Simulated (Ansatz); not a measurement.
System: YB.

```xyz
8
Lattice="3.8892 0.0000 0.0000 0.0000 9.8178 0.0000 0.0000 0.0000 3.6821" Properties=species:S:1:pos:R:3 pbc="T T T"
Y     0.0000    1.3549    0.9205
Y     1.9446    6.2638    0.9205
Y     0.0000    8.4630    2.7616
Y     1.9446    3.5541    2.7616
B     0.0000    4.0940    0.9205
B     1.9446    9.0029    0.9205
B     0.0000    5.7238    2.7616
B     1.9446    0.8149    2.7616
```

Space group Cmcm; built by placing these elements on a known structure type; not relaxed (largest force 1.8 eV/Å); computed pressure about −3 GPa in this cell.

The calculation used DFT, PAW plane waves, PBE in Ansatz.

Q: Predict the electron localisation function between the atoms.

A: Y–B (2.74 Å): the ELF peaks at about 0.85 in the valence shell of B, 0.9 Å from its nucleus, and is about 0.25 at the midpoint.
Y–B (2.91 Å): the ELF peaks at about 0.70 in the valence shell of B, 0.8 Å from its nucleus, and drops to about 0.10 between the two atoms.

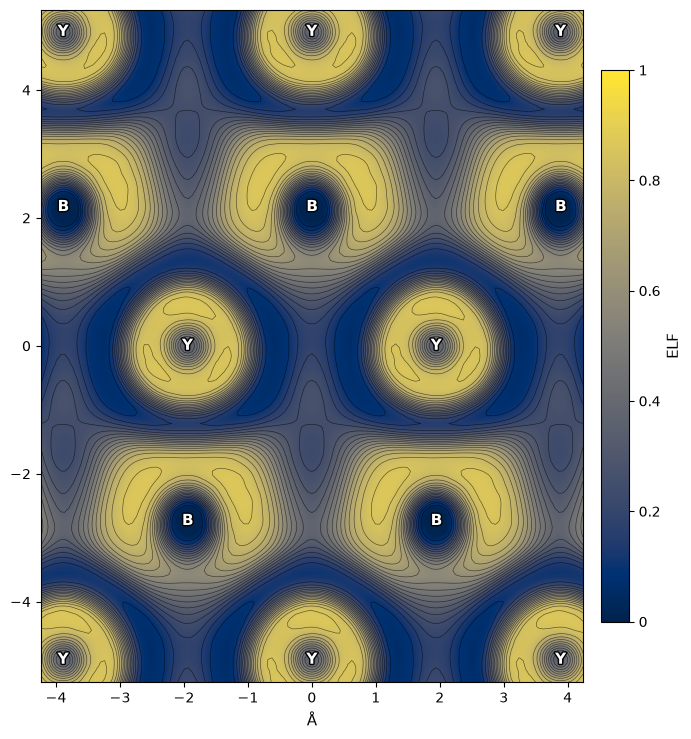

Computed electron localisation function on the (001) plane of the conventional cell. 

In a PAW calculation such maps are meaningful between the atoms, not at the nuclei.
